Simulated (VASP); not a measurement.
Band structure of CsPbCl$_{3}$ (space group Pm-3m). All values below come from PBE GGA, VASP's PBE PAW potentials (set 64) (plane waves; VASP 6.6.1).

Unless said otherwise, spin-orbit coupling is left out, though it shifts the bands of the heavy elements here.

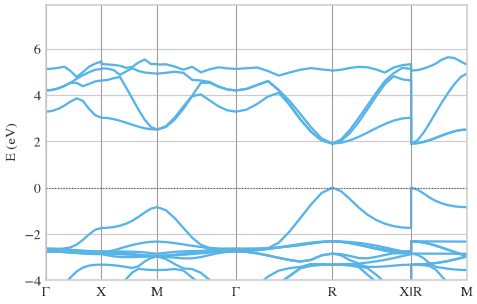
*Bands along high-symmetry lines, zero at the valence-band maximum or, without a gap, the Fermi level*

Question: Read the plot: is there a gap, and where are the band edges?

Answer: The gap is direct, 1.90 eV, from the valence maximum at R to the conduction minimum at R.

The structure comes from a computed database's CsPbCl3 entry; how it stands against other phases isn't given here. The cell was not relaxed at this level.
